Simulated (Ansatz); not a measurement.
# Two runs on AlBH$_{4}$O

System: AlBH$_{4}$O, SMILES B[O][AlH2].
Method of run 1: RKS B3LYP-D4/def2-TZVPP (Ansatz 0.2.0).

The geometry comes from this level: PBE0-D4/def2-TZVP. Text and figures count atoms from 1; the logs count them from 0 in places.

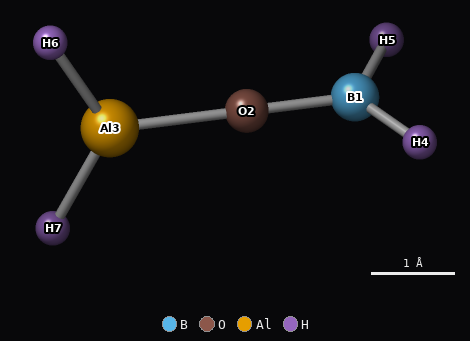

**Figure 1.** The input geometry (ball-and-stick view, seen at a tilt; atoms are numbered from 1 in the order of the input). Sticks mark near contacts. Bond lengths as drawn: Al–H 1.58 Å, Al–O 1.68 Å, B–H 1.20 Å and B–O 1.33 Å.

**Input, run 1**
```yaml
crystal:
  periodic: [false, false, false]
  atoms:
    - {symbol: B, position_ang: [-1.237291, 0.459216, -0.751852]}
    - {symbol: O, position_ang: [-0.152435, 0.055683, -0.091722]}
    - {symbol: Al, position_ang: [1.220671, -0.453076, 0.741737]}
    - {symbol: H, position_ang: [-1.215491, 0.511207, -1.954823]}
    - {symbol: H, position_ang: [-2.226577, 0.766414, -0.137447]}
    - {symbol: H, position_ang: [2.255888, 0.657425, 1.164885]}
    - {symbol: H, position_ang: [1.355236, -1.996869, 1.029222]}
basis:
  gaussian: {orbitals: def2-TZVPP}
hamiltonian: {xc: {name: B3LYP}, dispersion: d4}
```

Command:
```bash
ansatz run in.yaml --threads 2 --pin off --events-out ev --progress --plain --max-ram 4352MiB
```

Hardware: 2 threads of Intel Xeon @ 2.50GHz, 11 GiB of memory available, shared host.

**Output (run 1)**
```
Functional definition: B3LYP
  parameter a0 = 0.2
  parameter ax = 0.72
  parameter ac = 0.81
  exchange = (1 - a0 - ax)*slater_x + ax*b88_x + a0*exact_x
  correlation = (1 - ac)*vwn_rpa_c + ac*lyp_c
849 factors; their error is unknown
mean field evaluation 1: about -9383.5056 eV, gradient 5.9e1 eV
mean field evaluation 2: about -9356.0730 eV, gradient 1.3e2 eV
mean field evaluation 4: about -9389.5435 eV, gradient 3.6e0 eV
mean field evaluation 8: about -9389.5832 eV, gradient 2.5e-2 eV
mean field -9389.58321159 eV, -345.0608185380 hartree, gradient 5.2e-5 eV, S^2 0.000000; 0 other end points of the search recorded, 0 dependent functions left out
reference -9389.58348158 eV, -345.0608284598 hartree; 15, 15 occupied and 145, 145 virtual orbitals, 849 factors
Total energy: -9389.72857209 eV, -345.0661604378 hartree
```

For run 2 the input was changed thus:
```diff
-    - {symbol: B, position_ang: [-1.237291, 0.459216, -0.751852]}
-    - {symbol: O, position_ang: [-0.152435, 0.055683, -0.091722]}
-    - {symbol: Al, position_ang: [1.220671, -0.453076, 0.741737]}
-    - {symbol: H, position_ang: [-1.215491, 0.511207, -1.954823]}
-    - {symbol: H, position_ang: [-2.226577, 0.766414, -0.137447]}
-    - {symbol: H, position_ang: [2.255888, 0.657425, 1.164885]}
-    - {symbol: H, position_ang: [1.355236, -1.996869, 1.029222]}
+    - {symbol: B, position_ang: [-1.507445, 0.513864, -0.583754]}
+    - {symbol: O, position_ang: [-0.273842, -0.215674, 0.019479]}
+    - {symbol: Al, position_ang: [0.979561, -0.950797, 0.628513]}
+    - {symbol: H, position_ang: [-1.320819, 0.563554, -1.786682]}
+    - {symbol: H, position_ang: [-1.534616, 1.618693, -0.070713]}
+    - {symbol: H, position_ang: [-2.479887, -0.159245, -0.290877]}
+    - {symbol: H, position_ang: [2.213747, -1.675859, 1.228423]}
```

Predict how the results change.

With the same method and basis, run 2 lies 64.5 kcal/mol higher.

**Output (run 2)**
```
Functional definition: B3LYP
  parameter a0 = 0.2
  parameter ax = 0.72
  parameter ac = 0.81
  exchange = (1 - a0 - ax)*slater_x + ax*b88_x + a0*exact_x
  correlation = (1 - ac)*vwn_rpa_c + ac*lyp_c
849 factors; their error is unknown
mean field evaluation 1: about -9375.9381 eV, gradient 7.1e1 eV
mean field evaluation 2: about -9220.7686 eV, gradient 2.1e2 eV
mean field evaluation 4: about -9386.5347 eV, gradient 1.0e1 eV
mean field evaluation 8: about -9386.7595 eV, gradient 4.8e-2 eV
mean field evaluation 16: about -9386.7662 eV, gradient 1.3e-5 eV
mean field -9386.76615184 eV, -344.9572935014 hartree, gradient 1.3e-5 eV, S^2 0.000000; 0 other end points of the search recorded, 0 dependent functions left out
reference -9386.76642027 eV, -344.9573033662 hartree; 15, 15 occupied and 145, 145 virtual orbitals, 849 factors
Total energy: -9386.93100413 eV, -344.9633517115 hartree
```

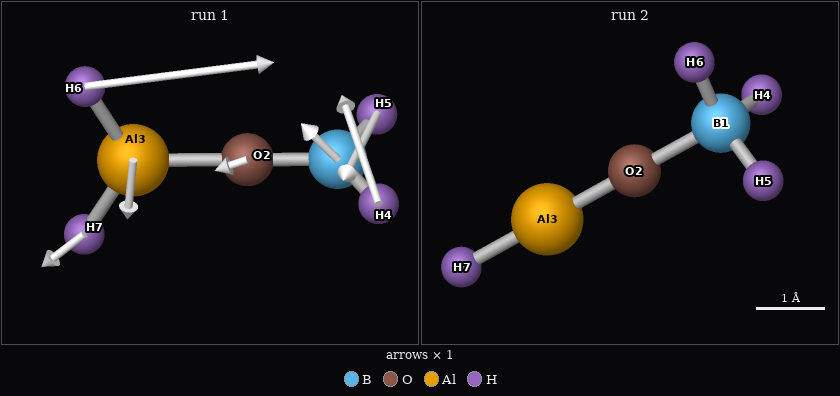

**Figure 2.** The two input geometries at one scale (ball-and-stick view, seen at a tilt). The white arrows on the first give the shifts of the atoms after the best rigid fit, at true length. The largest move after the best rigid fit is that of H6, 2.83 Å. Largest moves by element: H 2.83 Å, Al 1.12 Å, B 0.88 Å, O 0.53 Å. Among the contacts that change: B1–H6 3.989 → 1.218 Å, Al3–H6 1.576 → 3.666 Å, B1–O2 1.332 → 1.555 Å, O2–Al3 1.685 → 1.576 Å.

**The two runs side by side**

| quantity | run 1 | run 2 |
| --- | --- | --- |
| outcome | converged | converged |
| total energy (hartree) | −345.066160 | −344.963352 |
| basis functions | 160 | 160 |
| wall time (shared host) | 2.6 s | 3.1 s |
